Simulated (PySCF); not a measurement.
C2H7GeNO (SMILES CN[C](=O)[GeH3])

Input file:

```
{"job": {"kind": "uv", "xc": "PBE0", "basis": "def2-SVPD", "nstates": 8, "ntriplets": 3}, "charge": 0, "multiplicity": 1}
C     -2.081380     0.106099    -0.176986
N     -0.651670     0.300351    -0.248082
C      0.235125    -0.493257     0.376196
O     -0.075627    -1.446768     1.056257
Ge     2.154358    -0.013520     0.110073
H     -2.496771    -0.072883    -1.170293
H     -2.568042     0.978190     0.263288
H     -2.260170    -0.764148     0.452149
H     -0.307530     1.074379    -0.796707
H      2.878889    -1.078536    -0.643555
H      2.312614     1.271373    -0.662062
H      2.861403     0.138036     1.413695
```

Launched as:

```sh
OMP_NUM_THREADS=1 python probes_run.py task.json out
```

Geometry: GFN2-xTB.

Level of theory: PySCF, PBE0/def2-SVPD, SCF density, gas phase.

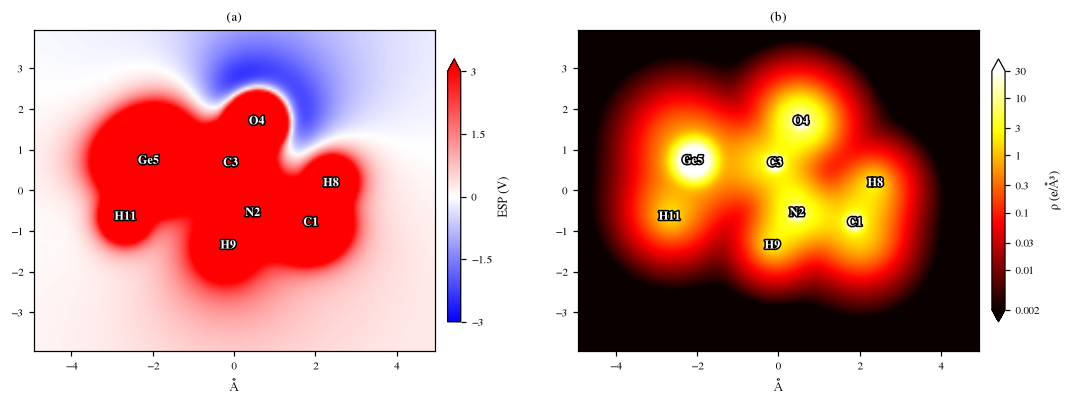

Figure 1. (a) electrostatic potential; (b) total electron density on the plane of atoms O4, C3 and Ge5.

Read the bonding off the picture.

Answer. The plane passes through C, N, O, Ge and H nuclei. C–O (1.21 Å): ρ at the midpoint is about 3.3 e/Å³. C–N (1.34 Å): ρ at the midpoint is about 2.4 e/Å³. C–Ge (2.00 Å): ρ at the midpoint is about 0.85 e/Å³. N–H (1.01 Å): the density is about 2.9 e/Å³ at the midpoint. C–N (1.44 Å): ρ at the midpoint is about 1.9 e/Å³. Outside the dense part of the molecule the potential is most negative (−2.4 V) near O4.

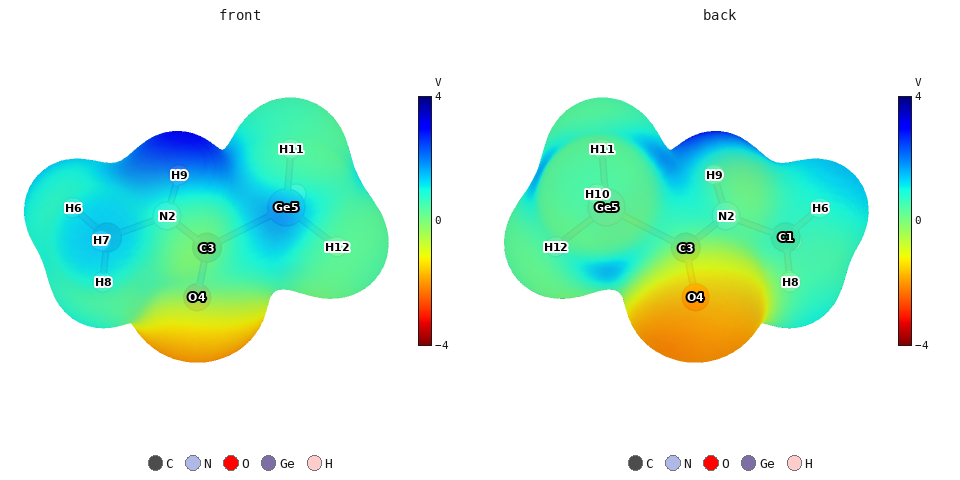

Figure 2. The molecular electrostatic potential painted on the density surface at 0.004 e/bohr³, seen from the front and from behind; the colour scale runs from red (negative) to blue (positive).

Describe the electrostatic potential map.

Answer. The most negative region (about −2.1 V) lies over O4, the most positive (about +3.0 V) over H9. O4 is the likeliest acceptor of a hydrogen bond.

What dipole moment does the calculation give?

Answer. Its dipole moment is 3.66 D.
